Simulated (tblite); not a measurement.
Geometry relaxation of CH11NSi3 (part 2 of 2)

The same run, continued: CH11NSi3, SMILES [SiH3]NC([SiH3])[SiH3]; GFN2-xTB geometry optimisation, gas phase (tblite 0.8.0). 

Geometry of the input (Å):
```
C  1.1356  -1.0465  -0.2322
Si 0.7573  -2.6573  0.5308
Si 2.7705  -1.1409  -1.0947
N  0.0916  -0.7166  -1.2098
Si -0.3384  1.0461  -1.3627
H  1.1625  -0.2752  0.4913
H  0.6115  -2.5088  1.9338
H  -0.4646  -3.1755  0.0165
H  1.8199  -3.5561  0.2616
H  3.6567  -0.1921  -0.4589
H  2.6138  -0.7682  -2.4511
H  3.2890  -2.4089  -0.9707
H  0.1603  -1.2427  -2.0892
H  -1.1696  1.2196  -2.4826
H  -1.0300  1.4558  -0.1865
H  0.8254  1.8170  -1.4940
```

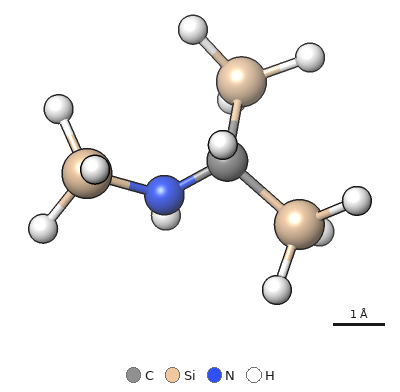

The geometry at step 140 of the log (ball-and-stick view, seen at a tilt).

### Trajectory as extended XYZ, continued
```
16
Properties=species:S:1:pos:R:3:forces:R:3 step=84 energy=-431.67734
C     1.1995   -1.0504   -0.2893   -0.0060   0.0000   0.0010
Si    0.6230   -2.6844    0.5430   -0.0050  -0.0250   0.0060
Si    2.9523   -1.0561   -1.0766    0.0130   0.0050  -0.0160
N     0.1652   -0.6234   -1.2331    0.0080   0.0100   0.0000
Si   -0.3702    0.9967   -1.3779   -0.0100   0.0060  -0.0060
H     1.2114   -0.2857    0.4936   -0.0150   0.0060   0.0000
H     0.4863   -2.4971    1.9884    0.0050   0.0000   0.0060
H    -0.6638   -3.0761   -0.0304   -0.0120   0.0080   0.0020
H     1.5908   -3.7590    0.3033    0.0130  -0.0040  -0.0020
H     3.8544   -0.1941   -0.3116   -0.0020  -0.0080   0.0090
H     2.8601   -0.5666   -2.4537   -0.0190   0.0190  -0.0020
H     3.4948   -2.4158   -1.1073    0.0010  -0.0170  -0.0030
H     0.1115   -1.2261   -2.0390    0.0150  -0.0030   0.0140
H    -1.4889    0.9312   -2.3158    0.0130  -0.0130  -0.0020
H    -0.7758    1.4038   -0.0300    0.0000   0.0100  -0.0030
H     0.6410    1.9530   -1.8621    0.0010   0.0080  -0.0030
16
Properties=species:S:1:pos:R:3:forces:R:3 step=91 energy=-431.67923
C     1.1930   -1.0531   -0.2914   -0.0060   0.0240   0.0060
Si    0.6235   -2.6873    0.5465    0.0100   0.0440   0.0030
Si    2.9512   -1.0395   -1.0697   -0.0130  -0.0210   0.0460
N     0.1638   -0.6375   -1.2429   -0.0350  -0.0060  -0.0130
Si   -0.3657    0.9829   -1.3982    0.0280   0.0110   0.0080
H     1.1825   -0.2803    0.4833    0.0460  -0.0150   0.0350
H     0.5262   -2.4894    1.9922    0.0120  -0.0210   0.0390
H    -0.6861   -3.0636    0.0155   -0.0020  -0.0010  -0.0100
H     1.5817   -3.7613    0.2754    0.0090  -0.0300  -0.0060
H     3.8525   -0.2501   -0.2309    0.0220  -0.0010   0.0080
H     2.8876   -0.4539   -2.4106   -0.0210   0.0020   0.0100
H     3.4626   -2.4090   -1.1736   -0.0040   0.0050  -0.0320
H     0.1010   -1.2625   -2.0296   -0.0110   0.0140  -0.0490
H    -1.5090    0.9194   -2.3033   -0.0130  -0.0210  -0.0080
H    -0.7110    1.4089   -0.0384   -0.0260   0.0070  -0.0260
H     0.6379    1.9260   -1.9228    0.0050   0.0100  -0.0120
16
Properties=species:S:1:pos:R:3:forces:R:3 step=98 energy=-431.69180
C     1.1679   -1.0466   -0.2729    0.0140   0.0050   0.0250
Si    0.6405   -2.6832    0.5735    0.0050  -0.0040  -0.0100
Si    2.9280   -1.0061   -1.0299   -0.0620  -0.0040  -0.0150
N     0.1433   -0.6708   -1.2469    0.0210   0.0140   0.0480
Si   -0.3413    0.9571   -1.4593   -0.0140  -0.0010  -0.0280
H     1.1358   -0.2685    0.4960   -0.0060   0.0180  -0.0080
H     0.6546   -2.5125    2.0274    0.0100  -0.0470  -0.0030
H    -0.7045   -3.0214    0.1087    0.0000  -0.0250   0.0390
H     1.5717   -3.7519    0.1954   -0.0340  -0.0310   0.0290
H     3.8525   -0.4138   -0.0645    0.0370  -0.0190  -0.0230
H     2.8641   -0.2202   -2.2638    0.0610   0.0350   0.0200
H     3.3465   -2.3659   -1.3750    0.0350  -0.0190  -0.0190
H     0.0989   -1.3137   -2.0216    0.0090   0.0290  -0.0050
H    -1.5119    0.8657   -2.3281    0.0130   0.0290  -0.0050
H    -0.6248    1.4379   -0.1060   -0.0720   0.0220   0.0040
H     0.6704    1.8638   -2.0314   -0.0180  -0.0020  -0.0480
16
Properties=species:S:1:pos:R:3:forces:R:3 step=105 energy=-431.71828
C     1.1560   -1.0488   -0.2278   -0.0760   0.0180  -0.0680
Si    0.6554   -2.6958    0.6204   -0.0370  -0.1280   0.1070
Si    2.9020   -0.9651   -0.9901    0.3930   0.0330  -0.1110
N     0.1302   -0.6930   -1.2124    0.0210   0.0980  -0.0940
Si   -0.3181    0.9290   -1.5579   -0.0930   0.0450   0.0040
H     1.1137   -0.2546    0.5233   -0.0290  -0.0310   0.0860
H     0.8507   -2.6282    2.0763    0.0070   0.0560  -0.1160
H    -0.7549   -2.9694    0.3219    0.0760   0.0430   0.0240
H     1.4623   -3.8258    0.1303   -0.0320   0.1070  -0.0460
H     3.8803   -0.7463    0.0921   -0.1250  -0.0910  -0.1560
H     2.9483    0.1856   -1.9184    0.0070  -0.2210   0.1390
H     3.2262   -2.2007   -1.7419   -0.1220   0.2440   0.1510
H     0.1080   -1.3375   -1.9891    0.0230  -0.0530   0.0610
H    -1.5153    0.7773   -2.3805   -0.0330  -0.0110  -0.0230
H    -0.5932    1.5385   -0.2524    0.0400  -0.0230  -0.0590
H     0.6401    1.7844   -2.2922   -0.0190  -0.0870   0.1030
16
Properties=species:S:1:pos:R:3:forces:R:3 step=112 energy=-431.74502
C     1.1434   -1.0155   -0.1948   -0.0070  -0.0290   0.0060
Si    0.6757   -2.6884    0.6392   -0.0080   0.0640  -0.0370
Si    2.9052   -0.9348   -0.9365    0.0820   0.0370   0.0380
N     0.1566   -0.6827   -1.2287   -0.0140  -0.0560   0.0540
Si   -0.3507    0.9091   -1.6271    0.1300  -0.0130   0.0420
H     1.0673   -0.2332    0.5692   -0.0450  -0.0220  -0.0620
H     0.9898   -2.6927    2.0721    0.0210   0.0870  -0.0640
H    -0.7521   -2.9438    0.4494   -0.0140   0.0460   0.0060
H     1.4243   -3.7894    0.0240    0.0110   0.0070  -0.0610
H     3.9063   -1.0245    0.1390   -0.1150  -0.0050  -0.1440
H     3.0360    0.3407   -1.6632    0.0390  -0.1750   0.0850
H     3.0365   -2.0579   -1.8803    0.0330   0.1100   0.0640
H     0.1741   -1.3578   -1.9789   -0.0230  -0.0080   0.0370
H    -1.5777    0.7537   -2.4014   -0.0600  -0.0670   0.0150
H    -0.5337    1.5696   -0.3335   -0.0290   0.0120  -0.0430
H     0.5907    1.6972   -2.4472    0.0000   0.0140   0.0660
16
Properties=species:S:1:pos:R:3:forces:R:3 step=119 energy=-431.76303
C     1.1361   -1.0108   -0.1975   -0.0280   0.0020  -0.0160
Si    0.6779   -2.6815    0.6219    0.0500  -0.0010   0.0240
Si    2.9086   -0.9344   -0.9088    0.0060   0.0470  -0.0750
N     0.1410   -0.6937   -1.2234    0.0250  -0.0060  -0.0280
Si   -0.3531    0.8950   -1.6495    0.0670  -0.0470   0.0500
H     1.0421   -0.2357    0.5690   -0.0020   0.0360  -0.0240
H     1.0782   -2.6377    2.0283    0.0220  -0.0260   0.0260
H    -0.7599   -2.9165    0.5140   -0.0260   0.0250  -0.0040
H     1.3929   -3.7803   -0.0401   -0.0370   0.0190  -0.0190
H     3.8738   -1.1454    0.1700   -0.0050  -0.0120  -0.0330
H     3.1268    0.3696   -1.5485    0.0030  -0.0680   0.0600
H     3.0163   -1.9733   -1.9442    0.0270   0.0310   0.0710
H     0.1627   -1.3815   -1.9614   -0.0570   0.0090  -0.0190
H    -1.6064    0.7136   -2.3736   -0.0250  -0.0320  -0.0660
H    -0.5449    1.5989   -0.3842   -0.0040   0.0130   0.0550
H     0.5993    1.6632   -2.4706   -0.0200   0.0100  -0.0020
16
Properties=species:S:1:pos:R:3:forces:R:3 step=126 energy=-431.77156
C     1.1415   -0.9974   -0.1800    0.0080  -0.0180  -0.0130
Si    0.6846   -2.6685    0.6351    0.0500   0.0540   0.0330
Si    2.9138   -0.9089   -0.8992   -0.0430  -0.0420  -0.0250
N     0.1423   -0.7085   -1.2080   -0.0230   0.0300  -0.0040
Si   -0.3536    0.8671   -1.6666   -0.0090   0.0410  -0.0120
H     1.0306   -0.2117    0.5749    0.0380  -0.0120  -0.0250
H     1.1533   -2.6772    2.0212    0.0190  -0.0250   0.0020
H    -0.7639   -2.8431    0.5776   -0.0510   0.0040   0.0310
H     1.3199   -3.7633   -0.1037    0.0000  -0.0260  -0.0230
H     3.8942   -1.2652    0.1234    0.0030   0.0060   0.0430
H     3.1816    0.4376   -1.4068   -0.0030  -0.0090   0.0000
H     2.9809   -1.8679   -2.0104    0.0100   0.0370   0.0280
H     0.1238   -1.4272   -1.9149   -0.0040   0.0040  -0.0200
H    -1.5766    0.6568   -2.4385    0.0020  -0.0210  -0.0240
H    -0.6009    1.6058   -0.4257    0.0220  -0.0440  -0.0090
H     0.6203    1.6211   -2.4769   -0.0180   0.0230   0.0190
16
Properties=species:S:1:pos:R:3:forces:R:3 step=133 energy=-431.77752
C     1.1327   -0.9987   -0.1928    0.0340  -0.0040   0.0310
Si    0.6884   -2.6629    0.6439    0.0110   0.0030   0.0060
Si    2.9098   -0.9113   -0.8934    0.0550  -0.0010  -0.0200
N     0.1306   -0.7039   -1.2129   -0.0140  -0.0330   0.0040
Si   -0.3604    0.8687   -1.6818   -0.0040  -0.0010  -0.0100
H     1.0445   -0.2069    0.5573   -0.0430   0.0070   0.0220
H     1.2286   -2.6891    2.0067   -0.0060  -0.0110  -0.0540
H    -0.7666   -2.8275    0.6596    0.0280   0.0250   0.0290
H     1.2753   -3.7595   -0.1379   -0.0270   0.0080   0.0130
H     3.8612   -1.3165    0.1417   -0.0110   0.0080   0.0010
H     3.2143    0.4501   -1.3401   -0.0170  -0.0180   0.0040
H     2.9920   -1.8167   -2.0433    0.0030  -0.0120   0.0060
H     0.0894   -1.4305   -1.9102    0.0130  -0.0140  -0.0270
H    -1.5511    0.6206   -2.4945    0.0050   0.0370   0.0160
H    -0.6196    1.5956   -0.4372   -0.0290  -0.0200  -0.0150
H     0.6227    1.6381   -2.4636    0.0010   0.0270  -0.0080
16
Properties=species:S:1:pos:R:3:forces:R:3 step=140 energy=-431.78227
C     1.1303   -0.9881   -0.1944   -0.0110  -0.0320   0.0330
Si    0.7022   -2.6518    0.6491   -0.0120  -0.0130  -0.0110
Si    2.9161   -0.9121   -0.8806   -0.0280   0.0260   0.0410
N     0.1218   -0.7099   -1.2142    0.0210  -0.0190  -0.0390
Si   -0.3660    0.8573   -1.7082   -0.0310   0.0260  -0.0190
H     1.0303   -0.1957    0.5547   -0.0080   0.0010  -0.0080
H     1.3419   -2.7250    1.9623    0.0330   0.0060   0.0070
H    -0.7475   -2.7786    0.7920   -0.0100   0.0200   0.0000
H     1.1977   -3.7488   -0.1918   -0.0310   0.0030  -0.0050
H     3.8306   -1.4179    0.1433    0.0130   0.0100  -0.0120
H     3.2655    0.4660   -1.2237    0.0060   0.0170  -0.0230
H     2.9804   -1.7400   -2.0864    0.0090  -0.0290  -0.0100
H     0.0816   -1.4447   -1.9042    0.0250   0.0050  -0.0020
H    -1.5306    0.6113   -2.5601    0.0260   0.0000   0.0240
H    -0.6900    1.5802   -0.4772   -0.0040  -0.0060   0.0050
H     0.6276    1.6475   -2.4588    0.0000  -0.0150   0.0200
16
Properties=species:S:1:pos:R:3:forces:R:3 step=147 energy=-431.78902
C     1.1288   -0.9870   -0.2083    0.0410   0.0150  -0.0330
Si    0.6920   -2.6353    0.6574   -0.0310   0.0380  -0.0310
Si    2.9280   -0.9096   -0.8558    0.0230  -0.0500  -0.0120
N     0.1459   -0.7255   -1.2576    0.0010   0.0080   0.0160
Si   -0.3795    0.8391   -1.7210    0.0090  -0.0200   0.0110
H     1.0070   -0.1791    0.5215    0.0130  -0.0320   0.0080
H     1.4937   -2.7820    1.8748   -0.0440   0.0220  -0.0050
H    -0.7431   -2.6340    0.9474    0.0400  -0.0390   0.0320
H     1.0155   -3.7428   -0.2491   -0.0430  -0.0030  -0.0160
H     3.8188   -1.4436    0.1739    0.0230   0.0390   0.0210
H     3.2998    0.4647   -1.1874   -0.0040   0.0350  -0.0060
H     3.0405   -1.7322   -2.0640   -0.0370  -0.0090   0.0020
H     0.1209   -1.4636   -1.9440    0.0450   0.0190  -0.0070
H    -1.5219    0.5851   -2.5929   -0.0250  -0.0140  -0.0380
H    -0.7506    1.4997   -0.4705   -0.0120   0.0410   0.0340
H     0.5958    1.6958   -2.4230    0.0000  -0.0490   0.0260
16
Properties=species:S:1:pos:R:3:forces:R:3 step=154 energy=-431.80034
C     1.1478   -1.0036   -0.2241   -0.0080  -0.0330  -0.0050
Si    0.6644   -2.6363    0.6442   -0.0750  -0.0070   0.0380
Si    2.9422   -0.9229   -0.8740    0.0100   0.0460   0.0120
N     0.1808   -0.7351   -1.2867   -0.0110   0.0030  -0.0100
Si   -0.3800    0.8370   -1.6770    0.0320   0.0010  -0.0050
H     1.0154   -0.1972    0.5051    0.0630  -0.0240   0.0070
H     1.4474   -2.7714    1.8781   -0.0390  -0.0120  -0.0630
H    -0.7725   -2.6026    0.9345    0.0660  -0.0070   0.0220
H     0.9301   -3.7754   -0.2429    0.0190   0.0380  -0.0010
H     3.8695   -1.2153    0.2185    0.0000  -0.0030  -0.0060
H     3.1889    0.4214   -1.3997    0.0280  -0.0080  -0.0150
H     3.1034   -1.8948   -1.9610   -0.0190  -0.0030   0.0310
H     0.2245   -1.4279   -2.0181    0.0010   0.0110   0.0070
H    -1.5144    0.6099   -2.5665   -0.0260  -0.0140  -0.0170
H    -0.7453    1.4330   -0.3912   -0.0350   0.0200  -0.0030
H     0.5895    1.7308   -2.3377   -0.0070  -0.0110   0.0100
16
Properties=species:S:1:pos:R:3:forces:R:3 step=161 energy=-431.80570
C     1.1564   -1.0077   -0.2253    0.0020   0.0110  -0.0070
Si    0.6497   -2.6286    0.6466    0.0200  -0.0180   0.0150
Si    2.9522   -0.9175   -0.8671    0.0070   0.0120  -0.0320
N     0.1913   -0.7400   -1.2905   -0.0220   0.0120  -0.0130
Si   -0.3902    0.8237   -1.6818   -0.0050   0.0290  -0.0030
H     1.0396   -0.2009    0.5050   -0.0270   0.0200   0.0030
H     1.5154   -2.8255    1.8116   -0.0100  -0.0200   0.0010
H    -0.7504   -2.5339    1.0592    0.0030  -0.0120  -0.0030
H     0.8097   -3.7513   -0.2834   -0.0070   0.0160  -0.0060
H     3.8805   -1.2116    0.2223    0.0070   0.0060   0.0150
H     3.1948    0.4277   -1.3945    0.0260  -0.0240  -0.0040
H     3.1119   -1.8924   -1.9498   -0.0010  -0.0130  -0.0020
H     0.2526   -1.4214   -2.0311    0.0110  -0.0190   0.0180
H    -1.4764    0.5938   -2.6336    0.0270  -0.0210   0.0140
H    -0.8459    1.3938   -0.4128   -0.0140   0.0150   0.0000
H     0.6004    1.7416   -2.2731   -0.0160   0.0060   0.0030
16
Properties=species:S:1:pos:R:3:forces:R:3 step=168 energy=-431.80844
C     1.1625   -0.9979   -0.2224    0.0140   0.0080  -0.0120
Si    0.6445   -2.6189    0.6458    0.0460   0.0010  -0.0020
Si    2.9607   -0.9232   -0.8688   -0.0250   0.0340   0.0260
N     0.2012   -0.7368   -1.2931    0.0120   0.0100   0.0130
Si   -0.4008    0.8214   -1.6768    0.0320  -0.0130   0.0210
H     1.0392   -0.1880    0.5039    0.0170   0.0050  -0.0100
H     1.5512   -2.8802    1.7640    0.0230  -0.0150   0.0140
H    -0.7246   -2.4964    1.1387   -0.0510   0.0060  -0.0040
H     0.7160   -3.7147   -0.3239    0.0030  -0.0130  -0.0150
H     3.8875   -1.1817    0.2312    0.0050  -0.0120   0.0140
H     3.2154    0.4066   -1.4280    0.0020  -0.0140  -0.0120
H     3.1248   -1.9236   -1.9271   -0.0100  -0.0170   0.0020
H     0.2785   -1.4185   -2.0319   -0.0140   0.0080  -0.0040
H    -1.4306    0.5634   -2.6773   -0.0410  -0.0020  -0.0200
H    -0.9169    1.3612   -0.4167   -0.0160   0.0050  -0.0150
H     0.5831    1.7767   -2.2159    0.0020   0.0080   0.0030
16
Properties=species:S:1:pos:R:3:forces:R:3 step=175 energy=-431.80983
C     1.1710   -0.9922   -0.2245    0.0170   0.0130   0.0070
Si    0.6456   -2.6138    0.6407   -0.0070  -0.0050  -0.0220
Si    2.9698   -0.9289   -0.8643   -0.0050  -0.0020   0.0210
N     0.2178   -0.7272   -1.3001   -0.0080  -0.0120   0.0140
Si   -0.4090    0.8233   -1.6691   -0.0220   0.0090   0.0130
H     1.0484   -0.1804    0.4989    0.0090   0.0090   0.0120
H     1.5573   -2.9041    1.7476    0.0210   0.0000   0.0090
H    -0.7212   -2.4820    1.1419   -0.0230   0.0140   0.0010
H     0.6861   -3.7020   -0.3403    0.0180  -0.0060  -0.0110
H     3.8934   -1.1482    0.2477    0.0000  -0.0010   0.0010
H     3.2249    0.3736   -1.4819    0.0020   0.0080   0.0000
H     3.1304   -1.9702   -1.8818    0.0090  -0.0310  -0.0160
H     0.3000   -1.4021   -2.0442   -0.0070  -0.0070  -0.0020
H    -1.4406    0.5535   -2.6679    0.0020   0.0130  -0.0110
H    -0.9433    1.3488   -0.4102   -0.0060  -0.0040  -0.0060
H     0.5611    1.8016   -2.1910    0.0010   0.0020  -0.0120
16
Properties=species:S:1:pos:R:3:forces:R:3 step=182 energy=-431.81111
C     1.1721   -0.9865   -0.2194   -0.0010   0.0060  -0.0040
Si    0.6522   -2.6155    0.6351    0.0030   0.0000   0.0000
Si    2.9674   -0.9369   -0.8694    0.0130  -0.0150  -0.0150
N     0.2060   -0.7215   -1.2841    0.0030   0.0060  -0.0060
Si   -0.4138    0.8311   -1.6606    0.0040   0.0000  -0.0090
H     1.0608   -0.1740    0.5051   -0.0070  -0.0080   0.0130
H     1.5442   -2.8937    1.7623    0.0010   0.0040   0.0000
H    -0.7309   -2.5027    1.0969   -0.0020   0.0040   0.0010
H     0.7418   -3.7018   -0.3463    0.0040   0.0030   0.0000
H     3.8893   -1.1349    0.2485    0.0010  -0.0040  -0.0060
H     3.2289    0.3523   -1.5131   -0.0080  -0.0010   0.0040
H     3.1279   -2.0006   -1.8672    0.0000   0.0070   0.0170
H     0.2767   -1.4017   -2.0249   -0.0090   0.0050  -0.0010
H    -1.4367    0.5681   -2.6700    0.0000   0.0000  -0.0060
H    -0.9612    1.3668   -0.4124   -0.0010  -0.0070   0.0120
H     0.5671    1.8011   -2.1791   -0.0030   0.0000  -0.0020
16
Properties=species:S:1:pos:R:3:forces:R:3 step=189 energy=-431.81137
C     1.1737   -0.9859   -0.2212   -0.0020   0.0000  -0.0050
Si    0.6514   -2.6145    0.6323   -0.0030   0.0050   0.0000
Si    2.9695   -0.9417   -0.8710   -0.0010  -0.0050   0.0020
N     0.2095   -0.7175   -1.2870    0.0040   0.0030   0.0030
Si   -0.4162    0.8344   -1.6561    0.0070  -0.0060  -0.0010
H     1.0629   -0.1756    0.5062   -0.0030  -0.0040  -0.0050
H     1.5404   -2.8931    1.7616    0.0020   0.0050   0.0040
H    -0.7330   -2.4980    1.0897    0.0010  -0.0010   0.0000
H     0.7452   -3.7010   -0.3477   -0.0010  -0.0030  -0.0050
H     3.8929   -1.1134    0.2497    0.0020  -0.0010  -0.0010
H     3.2193    0.3364   -1.5399    0.0010   0.0030  -0.0010
H     3.1375   -2.0254   -1.8446    0.0000   0.0010   0.0020
H     0.2786   -1.3961   -2.0293   -0.0010   0.0020   0.0020
H    -1.4352    0.5740   -2.6705    0.0010   0.0000   0.0010
H    -0.9658    1.3553   -0.4022   -0.0020   0.0010   0.0000
H     0.5609    1.8119   -2.1683   -0.0050  -0.0010   0.0030
16
Properties=species:S:1:pos:R:3:forces:R:3 step=190 energy=-431.81138
C     1.1738   -0.9861   -0.2216    0.0000   0.0010  -0.0030
Si    0.6511   -2.6145    0.6321    0.0000   0.0020  -0.0010
Si    2.9698   -0.9420   -0.8712   -0.0020  -0.0050   0.0030
N     0.2095   -0.7173   -1.2870    0.0040   0.0010   0.0020
Si   -0.4163    0.8346   -1.6556    0.0060  -0.0040   0.0010
H     1.0632   -0.1760    0.5059   -0.0030  -0.0020  -0.0030
H     1.5402   -2.8925    1.7615    0.0020   0.0040   0.0030
H    -0.7331   -2.4980    1.0899    0.0000  -0.0010   0.0000
H     0.7447   -3.7012   -0.3481   -0.0010  -0.0010  -0.0020
H     3.8933   -1.1118    0.2497    0.0020  -0.0010  -0.0010
H     3.2195    0.3354   -1.5417    0.0000   0.0020   0.0000
H     3.1385   -2.0268   -1.8433    0.0000   0.0000   0.0000
H     0.2782   -1.3955   -2.0296   -0.0010   0.0000   0.0000
H    -1.4345    0.5742   -2.6704   -0.0020   0.0000  -0.0020
H    -0.9670    1.3547   -0.4021   -0.0020   0.0020   0.0020
H     0.5607    1.8124   -2.1670   -0.0030   0.0020   0.0020
```

### Summary

```json
{"quantity": "outcome", "value": "converged"}
{"quantity": "total energy", "value": "−431.8114 eV"}
{"quantity": "wall time", "value": "4.4 s"}
{"quantity": "peak memory", "value": "0.18 GiB"}
```
